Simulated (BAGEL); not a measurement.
**SiHCl (SMILES [SiH]Cl), step by step**

Wanted: a single-point energy (HF/6-31G*), then the energy (NEVPT2(2,2)/6-31G*), then a single-point energy (CASPT2(2,2)/6-31G*) of SiHCl. 

Program for the calculation: BAGEL 1.2.2.

4 further runs of the same task are left out: 4 set aside as unsound or not needed.

### 1 The structure to begin with

SiHCl: 3 atoms, total charge 0, spin state singlet. As SMILES, `[SiH]Cl`. The Si1–H3 distance was set to 4.282 Å, away from the relaxed value. At this shape a bond of the SMILES string is far longer than usual.

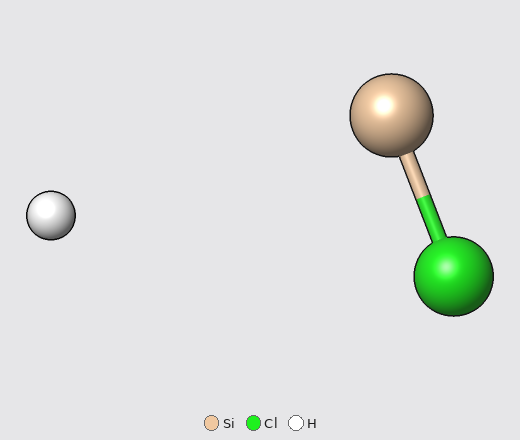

Viewed from a chosen angle; silicon light orange, chlorine green, hydrogen white.

### 2 The energy at HF/6-31G(d) (density fitting with svp-jkfit, spherical functions) (run 1)

File calc.json:

```json
{ "bagel": [

{
  "title": "molecule",
  "basis": "6-31gs.json",
  "df_basis": "svp-jkfit",
  "geometry": [
    { "atom": "Si", "xyz": [    -0.42785667,     6.16332286,     0.47095566 ] },
    { "atom": "Cl", "xyz": [     3.01847466,     5.75107910,     2.30425456 ] },
    { "atom": "H", "xyz": [    -1.37407656,    -1.74571010,    -0.94924723 ] }
  ]
},

{
  "title": "hf"
},

{
  "title": "print",
  "file": "orbitals.molden",
  "orbitals": "true"
}

]}
```

The basis set 6-31G* is read from a file made from the Basis Set Exchange's data (not shown).

Started as:

```
BAGEL_NUM_THREADS=1 BAGEL calc.json > calc.out
```

What it wrote:

```text
* using 1 threads per process

  ===============================================================
  ===============================================================

  *** Geometry ***

  { "atom" : "Si", "xyz" : [     -0.427857,      6.163323,      0.470956 ] },
  { "atom" : "Cl", "xyz" : [      3.018475,      5.751079,      2.304255 ] },
  { "atom" : "H", "xyz" : [     -1.374077,     -1.745710,     -0.949247 ] },

  Number of auxiliary basis functions:      274

  Since a DF basis is specified, we compute 2- and 3-index integrals:
    o Being stored without compression. Storage requirement is 0.003 GB

  Number of basis functions:       38
  Number of electrons      :       32

    * METHOD: MOLECULE                             0.05

  *** RHF ***

  === Nuclear Repulsion ===
    64.1946090118

      * DIIS with orbital gradients will be used.

  === RHF iteration (6-31gs.json) ===
      0       -748.59053713          0.01665704           0.01
      1       -748.33782060          0.01935500           0.01
      2       -748.64770320          0.00839113           0.01
      3       -748.67355555          0.00689400           0.01
      4       -748.69231090          0.00673739           0.01
      5       -748.40921402          0.01052826           0.01
[... 42 lines of this table left out ...]
     48       -748.74479189          0.00000002           0.01
     49       -748.74479189          0.00000001           0.01
    * SCF iteration converged.

    * Permanent dipole moment:
           (    0.014113,    -2.416080,    -0.268432) a.u.

    * METHOD: HF                                   0.46

    * METHOD: PRINT                                0.00

  ===============================================================
```

Run time: 0.66 s. Hardware: 1 thread of Arm Neoverse V2, shared host; peak memory 0.14 GiB.

### 3 The energy at NEVPT2(2,2)/6-31G(d) (density fitting with svp-jkfit, spherical functions) (run 2)

File job.json:

```json
{ "bagel": [

{
  "title": "molecule",
  "basis": "6-31gs.json",
  "df_basis": "svp-jkfit",
  "angstrom": false,
  "geometry": [
    { "atom": "Si", "xyz": [ -0.42785667,  6.16332286,  0.47095566 ] },
    { "atom": "Cl", "xyz": [  3.01847466,  5.75107910,  2.30425456 ] },
    { "atom": "H", "xyz": [ -1.37407656, -1.74571010, -0.94924723 ] }
  ]
},
{
  "title": "hf"
},
{
  "title": "nevpt2",
  "nstate": 1,
  "nact": 2,
  "nclosed": 15,
  "active": [16, 17],
  "maxiter": 200,
  "natocc": true,
  "ncore": 10
},
{
  "title": "print",
  "file": "orbitals.molden",
  "orbitals": true
}

]}
```

The basis set 6-31G* is read from a file made from the Basis Set Exchange's data (not shown).

Started as:

```
BAGEL_NUM_THREADS=1 BAGEL job.json > job.out
```

What it wrote:

```text
* using 1 threads per process

  ===============================================================
  ===============================================================

  *** Geometry ***

  { "atom" : "Si", "xyz" : [     -0.427857,      6.163323,      0.470956 ] },
  { "atom" : "Cl", "xyz" : [      3.018475,      5.751079,      2.304255 ] },
  { "atom" : "H", "xyz" : [     -1.374077,     -1.745710,     -0.949247 ] },

  Number of auxiliary basis functions:      274

[... 21 lines left out ...]
    * SCF iteration converged.
[... 1 line left out ...]
    * Permanent dipole moment:
[... 28 lines left out ...]
    * Second-order optimization converged. *
[... 9 lines left out ...]
     * ci vector, state   0, <S^2> = 0.0000
       2.     0.7511817104
       .2    -0.6600954764

  === DF-NEVPT2 calculation ===

    * 3-index integral transformation done
    * assembly done

      NEVPT2 correlation energy:   -0.1842157443      0.01

          (+0)     -0.1568821252
          (+0)'    -0.0059447968
          (+1)     -0.0063450478
          (+1)'    -0.0000000000
          (+2)     -0.0000241885
          (-1)     -0.0150102540
          (-1)'     0.0000000000
          (-2)     -0.0000093319

      NEVPT2 total energy:       -749.0617511141

    * METHOD: NEVPT2                               0.40

    * METHOD: PRINT                                0.00

  ===============================================================
```

Run time: 1.1 s. Hardware: 1 thread of Arm Neoverse V2, shared host; peak memory 0.14 GiB.

### 4 A single-point energy at CASPT2(2,2)/6-31G(d) (density fitting with svp-jkfit, spherical functions) (run 3)

File input.json:

```json
{ "bagel": [

{
  "title": "molecule",
  "basis": "6-31gs.json",
  "df_basis": "svp-jkfit",
  "geometry": [
    { "atom": "Si", "xyz": [ -0.42785667,  6.16332286,  0.47095566 ] },
    { "atom": "Cl", "xyz": [  3.01847466,  5.75107910,  2.30425456 ] },
    { "atom": "H", "xyz": [ -1.37407656, -1.74571010, -0.94924723 ] }
  ]
},
{
  "title": "hf"
},
{
  "title": "casscf",
  "nstate": 1,
  "nact": 2,
  "nclosed": 15,
  "active": [16, 17],
  "maxiter": 200,
  "natocc": true
},
{
  "title": "print",
  "file": "orbitals.molden",
  "orbitals": true
},
{
  "title": "smith",
  "method": "caspt2",
  "ms": true,
  "xms": true,
  "sssr": true,
  "shift": 0.2,
  "shift_imag": true,
  "ncore": 10
}

]}
```

The basis set 6-31G* is read from a file made from the Basis Set Exchange's data (not shown).

Started as:

```
BAGEL_NUM_THREADS=1 BAGEL input.json > input.out
```

What it wrote:

```text
* using 1 threads per process

  ===============================================================
  ===============================================================

  *** Geometry ***

  { "atom" : "Si", "xyz" : [     -0.427857,      6.163323,      0.470956 ] },
  { "atom" : "Cl", "xyz" : [      3.018475,      5.751079,      2.304255 ] },
  { "atom" : "H", "xyz" : [     -1.374077,     -1.745710,     -0.949247 ] },

  Number of auxiliary basis functions:      274

[... 23 lines left out ...]
    * Permanent dipole moment:
[... 37 lines left out ...]
     * ci vector, state   0, <S^2> = 0.0000
[... 21 lines left out ...]
       #      aibj      arbs      arbi      airj      risj      airs      arst      rist         Etot      error   time
[... 7 lines left out ...]
      ------------------------------------------------------------------------------------------------------------------

    * CASPT2 energy : state  0     -749.0640451967
        w/o shift correction       -749.0622566561
        reference weight              0.9236312616

    * METHOD: SMITH                                0.05

  ===============================================================
```

It took 1.1 s on 1 thread of Arm Neoverse V2, shared host; peak memory 0.14 GiB.

### 5 Outcome

| quantity | value |
| --- | --- |
| run 1, HF/6-31G*: total energy | -748.74479 Eh |
| run 1, HF/6-31G*: dipole moment | 6.18 D |
| run 1, HF/6-31G*: HOMO energy | -5.96 eV |
| run 1, HF/6-31G*: LUMO energy | -1.73 eV |
| run 1, HF/6-31G*: HOMO–LUMO gap | 4.23 eV |
| run 2, NEVPT2(2,2)/6-31G*: total energy | -749.06175 Eh |
| run 3, CASPT2(2,2)/6-31G*: total energy | -749.06405 Eh |

In words: One bond (run 1, HF/6-31G*) is far stretched, which a spin-restricted single reference describes badly; a broken-symmetry solution may lie lower.
